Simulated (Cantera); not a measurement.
Feed: 1 mol SiC, 0.23 mol N₂O, 110 mol N₂, at 0.180 Pa.

Cantera equilibrium calculation (NASA polynomials, part measured and part estimated; ideal gas, pure solids and liquids). Candidate condensed phases: C, Si, SiC, SiO₂, Si₂N₂O, Si₃N₄; 34 gas species. Mutual solubility and eutectic melting of coexisting phases are not modelled. Kinetics and transport are ignored.

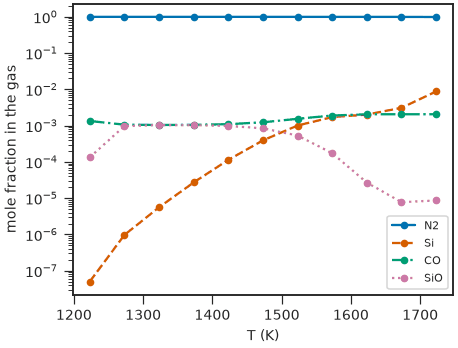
Equilibrium gas composition (values under 1e-9 drawn at 1e-9)

From 1223 K to 1273 K the condensed part is SiC(s) + Si₂N₂O(s). From 1323 K to 1623 K the condensed part is SiC(s). At 1673 K the condensed part is C(graphite) + SiC(s). At 1723 K the condensed part is C(graphite). The main Si-bearing gas is SiO at 1223 K and Si at 1723 K. The share of Si in condensed phases is highest at 1223 K (98.5 %) and lowest at 1723 K (0.0 %).
